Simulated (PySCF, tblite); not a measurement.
**C₆H₁₁ radical: geometry, infrared bands and EPR parameters**

Wanted: the infrared bands and EPR parameters of C₆H₁₁ radical (`[CH2]/C=C\C(C)C`), by calculation.

The runs use tblite 0.8.0 and PySCF 2.14.0, with density-fitted response routines of our own; the level of theory stands in each step. All values are computed, except where a source is named. Atoms are numbered from 0 throughout.

## 1. The starting structure

17 atoms, charge 0, multiplicity 2; geometry from: force field or distance geometry start.

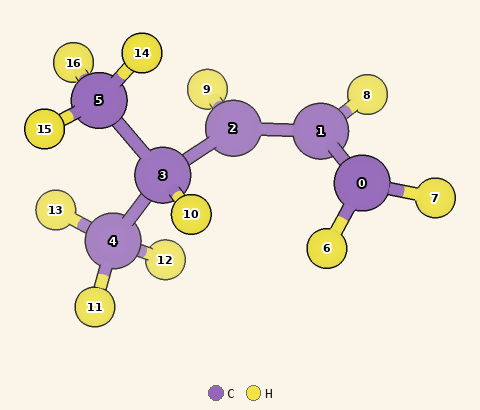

As it starts; carbon purple, hydrogen yellow, atoms numbered.

## 2. Optimising the geometry with GFN2-xTB

Job settings and geometry (Å):

```
{"job": {"kind": "relax", "xc": "GFN2-xTB", "basis": "xTB"}, "charge": 0, "multiplicity": 2}
C      2.368600    -0.723000     0.384900
C      1.727500     0.072200    -0.714500
C      0.472800     0.385900    -0.727800
C     -0.503100     0.010200     0.323400
C     -1.574300    -0.819800    -0.348100
C     -1.059500     1.316700     0.893700
H      1.717200    -1.517500     0.794800
H      3.294800    -1.193300    -0.039500
H      2.370000     0.392600    -1.528100
H      0.066600     0.966800    -1.555500
H     -0.059900    -0.581000     1.156200
H     -1.940200    -1.662700     0.270200
H     -1.050700    -1.312500    -1.209200
H     -2.384500    -0.229000    -0.781300
H     -0.197500     1.889300     1.315300
H     -1.786200     1.137400     1.709100
H     -1.468500     1.879900     0.046500
```

Started as:

```
$ OMP_NUM_THREADS=1 python probes_run.py task.json out
```

One launch serves the whole session: the jobs run in the order shown.

Output:

```text
step      E/eV     max force
  0    -498.79110    4.895
  1    -499.21158    2.589
  2    -499.40356    1.624
  3    -499.54460    1.072
  4    -499.66053    0.812
  5    -499.70399    0.643
  6    -499.72137    0.498
  7    -499.74632    0.442
  8    -499.75506    0.284
  9    -499.76548    0.273
 10    -499.77417    0.266
 11    -499.78391    0.329
 12    -499.79226    0.260
 13    -499.80012    0.193
 14    -499.80791    0.276
 15    -499.81487    0.307
 16    -499.81968    0.207
 17    -499.82302    0.121
 18    -499.82570    0.108
 19    -499.82820    0.170
 20    -499.83021    0.152
 21    -499.83194    0.120
 22    -499.83396    0.120
 23    -499.83645    0.159
 24    -499.83870    0.136
 25    -499.84032    0.106
 26    -499.84169    0.105
 27    -499.84338    0.134
 28    -499.84576    0.185
 29    -499.84871    0.173
 30    -499.85199    0.115
 31    -499.85563    0.135
 32    -499.85962    0.167
 33    -499.86333    0.172
 34    -499.86612    0.141
 35    -499.86839    0.158
 36    -499.87030    0.231
 37    -499.87336    0.177
 38    -499.87707    0.091
 39    -499.87912    0.093
 40    -499.88092    0.126
 41    -499.88239    0.131
 42    -499.88430    0.105
 43    -499.88567    0.108
 44    -499.88713    0.123
 45    -499.88814    0.081
 46    -499.88868    0.071
 47    -499.88901    0.043
 48    -499.88923    0.041
 49    -499.88939    0.027
 50    -499.88948    0.020
 51    -499.88954    0.017
 52    -499.88961    0.020
 53    -499.88969    0.021
 54    -499.88977    0.021
 55    -499.88984    0.017
 56    -499.88989    0.019
 57    -499.88996    0.019
 58    -499.89006    0.032
 59    -499.89019    0.038
 60    -499.89031    0.028
 61    -499.89039    0.018
 62    -499.89043    0.017
 63    -499.89047    0.017
 64    -499.89051    0.017
 65    -499.89054    0.014
 66    -499.89057    0.014
 67    -499.89060    0.012
 68    -499.89062    0.017
 69    -499.89065    0.016
 70    -499.89069    0.014
 71    -499.89072    0.015
 72    -499.89075    0.016
 73    -499.89078    0.016
 74    -499.89082    0.016
 75    -499.89084    0.011
 76    -499.89086    0.010
```

It took 0.8 s on 1 thread of AMD EPYC, shared host.

Relaxation path: (not every step is listed)

```csv
step,energy from step 0 (eV),largest force (eV/Å)
0,0.0000,4.8945
1,-0.4205,2.5890
2,-0.6125,1.6237
3,-0.7535,1.0725
4,-0.8694,0.8123
5,-0.9129,0.6431
6,-0.9303,0.4975
7,-0.9552,0.4419
8,-0.9640,0.2843
14,-1.0168,0.2764
20,-1.0391,0.1523
26,-1.0506,0.1054
32,-1.0685,0.1672
38,-1.0860,0.0911
44,-1.0960,0.1233
50,-1.0984,0.0202
56,-1.0988,0.0191
62,-1.0993,0.0173
68,-1.0995,0.0167
71,-1.0996,0.0151
72,-1.0997,0.0159
73,-1.0997,0.0158
74,-1.0997,0.0161
75,-1.0997,0.0111
76,-1.0998,0.0100
```

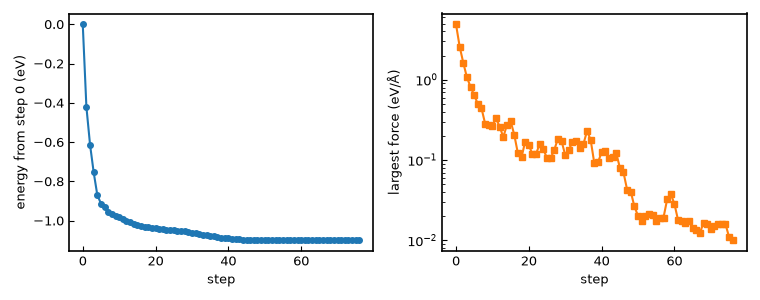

Energy and force, step by step.

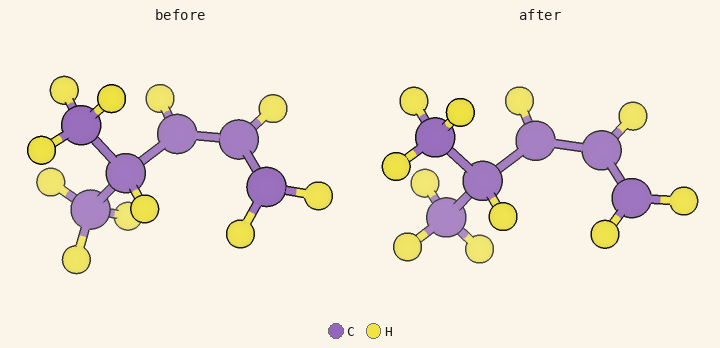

Before and after, at one scale.

Distances of close pairs at the start and the end, largest changes first:

```csv
bond,before (Å),after (Å),change (Å)
C0–C1,1.501,1.369,-0.131
C1–C2,1.293,1.381,+0.087
C0–H7,1.122,1.074,-0.048
C4–H12,1.122,1.088,-0.034
C0–H6,1.106,1.075,-0.031
C5–H14,1.117,1.088,-0.030
C3–C4,1.512,1.535,+0.023
C3–H10,1.113,1.092,-0.021
```

The end geometry stands in the next job.

## 3. Infrared spectrum with GFN2-xTB

Job settings and geometry (Å):

```
{"job": {"kind": "ir", "xc": "GFN2-xTB", "basis": "xTB"}, "charge": 0, "multiplicity": 2}
C      2.442685    -0.891252     0.075979
C      1.820015    -0.014605    -0.772114
C      0.510429     0.418277    -0.711303
C     -0.512295     0.016890     0.295354
C     -1.609111    -0.815060    -0.383602
C     -1.126805     1.259996     0.947886
H      1.938589    -1.341821     0.911390
H      3.472259    -1.161851    -0.069855
H      2.417251     0.385299    -1.584346
H      0.165011     1.107190    -1.469615
H     -0.050900    -0.593165     1.075060
H     -2.360495    -1.114555     0.343874
H     -1.181431    -1.709488    -0.830840
H     -2.095645    -0.235228    -1.165046
H     -0.359262     1.840071     1.455424
H     -1.881486     0.970369     1.676055
H     -1.595808     1.890962     0.195789
```

Output:

```text
mode    cm-1     km/mol
  1     -16.6      0.02
  2     178.7      0.41
  3     204.0      0.09
  4     207.6      0.31
  5     242.1      0.24
  6     334.0      0.30
  7     381.4      0.23
  8     429.8      1.52
  9     524.0      1.44
 10     573.8      0.47
 11     717.6     18.98
 12     764.6     11.83
 13     875.6      6.02
 14     944.3      3.49
 15     954.7      9.15
 16     961.9      3.97
 17     980.3      0.19
 18    1007.1      5.63
 19    1111.7      2.58
 20    1114.1      3.76
 21    1168.1      1.80
 22    1217.8      0.54
 23    1280.8      4.45
 24    1294.0      2.85
 25    1297.1      0.72
 26    1389.5      1.63
 27    1397.4      1.56
 28    1411.3      0.31
 29    1464.3      4.98
 30    1493.6      1.73
 31    1495.6      0.10
 32    1495.8      0.28
 33    1502.5      4.64
 34    1507.6      4.38
 35    2969.0     21.07
 36    3024.2      1.19
 37    3027.3      4.20
 38    3028.6     84.29
 39    3031.5     33.28
 40    3034.1     74.70
 41    3036.6     10.67
 42    3037.8     41.52
 43    3068.0     63.40
 44    3123.3     16.07
 45    3151.7     47.84
```

Wall time 0.87 s (1 thread of AMD EPYC, shared host).

Which atoms move in the most intense modes:

```csv
cm⁻¹,km/mol,atoms
718,19.0,"H9 50 %, C2 30 %, H6 11 %"
2969,21.1,H10 91 %
3029,84.3,"H15 42 %, H11 32 %"
3032,33.3,H8 88 %
3034,74.7,"H13 42 %, H16 27 %"
3038,41.5,H12 72 %
3068,63.4,H9 88 %
3152,47.8,"H7 52 %, H6 37 %"
```

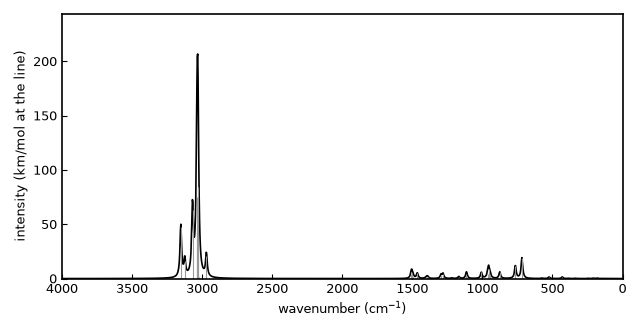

The infrared spectrum from these modes, unscaled. Lines are broadened to a width of 14 cm⁻¹ (Lorentzian).

## 4. g tensor and hyperfine couplings: B3LYP/pcH-1

Settings changed since step 3:

```diff
@@ -1,2 +1,2 @@
-{"job": {"kind": "ir", "xc": "GFN2-xTB", "basis": "xTB"}, "charge": 0, "multiplicity": 2}
+{"job": {"kind": "epr", "basis": "pcH-1"}, "charge": 0, "multiplicity": 2}
 C      2.442685    -0.891252     0.075979
```

Method: UKS B3LYP, pcH-1 on C H, non-relativistic, mean-field spin-orbit, GIAO.

Output:

```text
UKS, coarse grid
  cycle   1  E = -235.16949816  |g| = 3.32e-01
  cycle   2  E = -235.15682088  |g| = 3.76e-01
  cycle   3  E = -235.23174770  |g| = 2.67e-02
  cycle   4  E = -235.23207293  |g| = 2.20e-02
  cycle   5  E = -235.23234463  |g| = 7.17e-03
  cycle   6  E = -235.23238482  |g| = 4.69e-03
  cycle   7  E = -235.23240264  |g| = 1.52e-03
  cycle   8  E = -235.23240454  |g| = 4.23e-04
UKS, final grid
  cycle   1  E = -235.23248035  |g| = 5.79e-04
  cycle   2  E = -235.23248015  |g| = 8.59e-04
  cycle   3  E = -235.23248051  |g| = 5.38e-05
  cycle   4  E = -235.23248051  |g| = 2.17e-05
E = -235.23248051 Eh   <S^2> = 0.7752 (exact 0.7500)
g shifts (ppm)      1          2          3
  rmc          -143       -143       -143
  gc              1         31         34
  oz_so         -14        514        579
  total        -156        402        470
hyperfine (MHz)  atom isotope    a_iso     a_fc   dipolar eigenvalues
    0   13C      53.82      53.82    -50.80    -49.07     99.87
    1   13C     -47.74     -47.74    -27.98     10.62     17.36
    2   13C      57.89      57.89    -52.63    -50.74    103.36
    3   13C     -18.30     -18.30     -1.14      0.49      0.65
    4   13C      34.85      34.85     -2.69     -2.56      5.25
    5   13C      27.38      27.38     -2.21     -2.16      4.37
    6    1H     -39.39     -39.39    -21.73     -1.26     23.00
    7    1H     -41.20     -41.20    -24.80     -0.24     25.04
    8    1H      11.64      11.64     -5.23     -1.50      6.74
    9    1H     -41.48     -41.48    -25.13     -0.54     25.66
   10    1H       2.43       2.43     -3.42     -1.56      4.98
   11    1H      12.36      12.36     -1.86     -1.13      2.99
   12    1H      -1.43      -1.43     -3.16     -1.53      4.69
   13    1H      -0.74      -0.74     -2.99     -1.82      4.80
   14    1H      -1.20      -1.20     -3.03     -1.69      4.72
   15    1H       9.32       9.32     -1.70     -1.08      2.77
   16    1H      -0.83      -0.83     -2.60     -1.88      4.48
```

Wall time 75 s (1 thread of AMD EPYC, shared host); peak memory 0.97 GiB.

Principal g values 2.00216, 2.00272, 2.00279; g(iso) = 2.00256, against 2.00232 for a free electron.

Hyperfine couplings; where a row names several nuclei, a(iso) is their mean (it holds for fast rotation or exchange) and the dipolar term the largest among them:

```csv
nuclei,isotope,a(iso) (MHz),"a(iso) (G, at g = 2.0023)",largest dipolar term (MHz)
C2,13C,57.9,20.7,103.4
C0,13C,53.8,19.2,99.9
C1,13C,-47.7,-17.0,-28.0
H9,1H,-41.5,-14.8,25.7
"H6, H7",1H,-40.3,-14.4,25.0
"C4, C5",13C,31.1,11.1,5.3
C3,13C,-18.3,-6.5,-1.1
H8,1H,11.6,4.2,6.7
"H11, H12, H13, H14, H15, H16",1H,2.9,1.0,4.8
H10,1H,2.4,0.9,5.0
```

Mulliken spin populations:

C0 0.68; C1 -0.27; C2 0.68; C3 -0.05; C4 0.02; C5 0.01; H6 -0.03; H7 -0.03; H8 0.01; H9 -0.03; H10 0.00; H11 0.01; H12 0.00; H13 0.00; H14 0.00; H15 0.01; H16 0.00

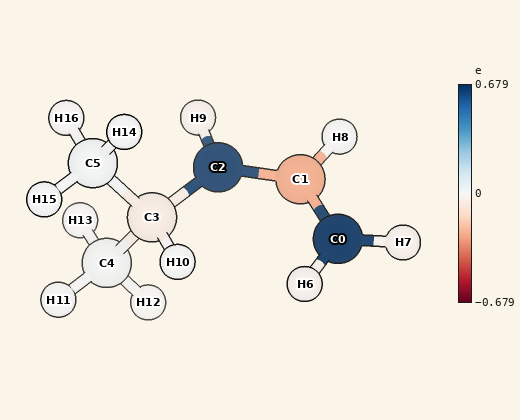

Mulliken spin populations, as colours on the atoms.

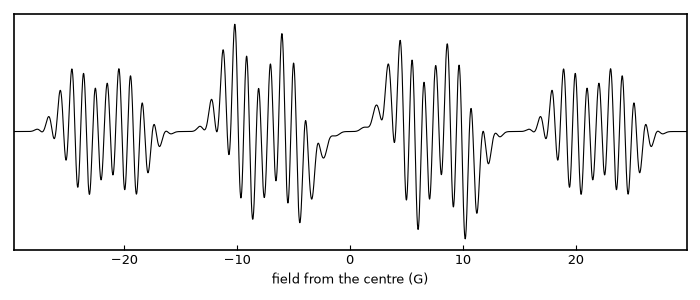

First-order isotropic spectrum (first derivative, main isotopes with spin only, couplings over 0.8 MHz, Gaussian width 0.3 G; couplings of the frozen geometry, rotation of groups not averaged beyond the rows shown).

The fields below are evaluated on a grid from the run's orbitals.

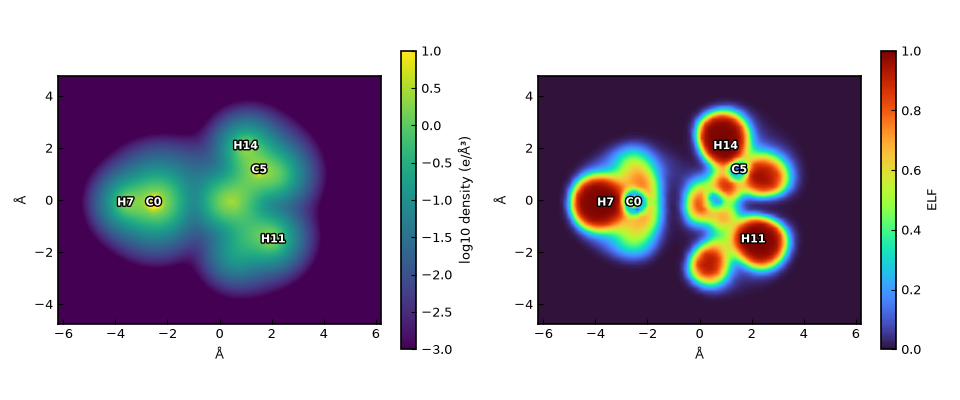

Density (left) and ELF (right) in a plane through or near 5 of the atoms.

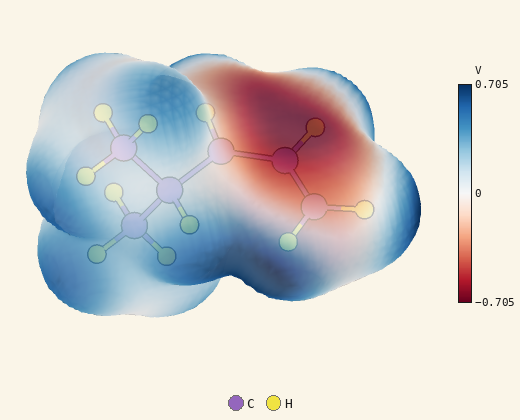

The potential that a unit positive charge feels on the 0.002 e/bohr³ surface, from the 1st to the 99th percentile, from -0.69 V near C0 to 0.70 V near H6.

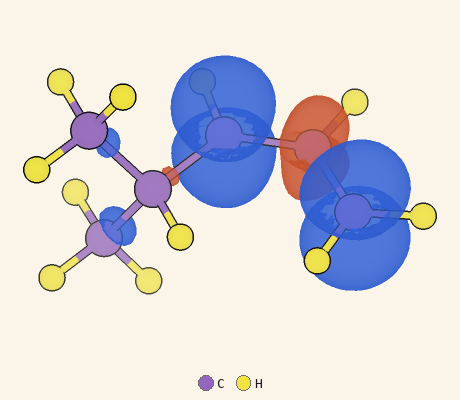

Spin density at ±0.03 e/Å³ (alpha excess blue, beta excess red).

## 5. Results

| quantity | value |
| --- | --- |
| strongest single infrared mode (GFN2-xTB) | 3029 cm⁻¹, 84 km/mol |
| zero-point energy (GFN2-xTB) | 93.6 kcal/mol |
| g(iso) (B3LYP) | 2.00256 |
| ⟨S²⟩ | 0.775 (exact 0.75) |
| largest a(iso) (averaged by class) | 13C on C2, 57.9 MHz |
| surface potential, 1st and 99th percentile | -0.69 V and 0.70 V |

Over 76 steps the energy fell by 1.100 eV; of the close pairs, C0–C1 changed most, 1.501 to 1.369 Å. The lowest mode is slightly imaginary (17i cm⁻¹), a soft motion within the noise of the Hessian, so the minimum is not strictly shown. GFN2-xTB is a fitted tight-binding method: band positions and strengths are rough. Its intensities can rank the bands wrongly. The largest spin populations lie on C2 (0.68 e), C0 (0.68 e). The isotropic g lies 0.2 ppt above the free-electron value.
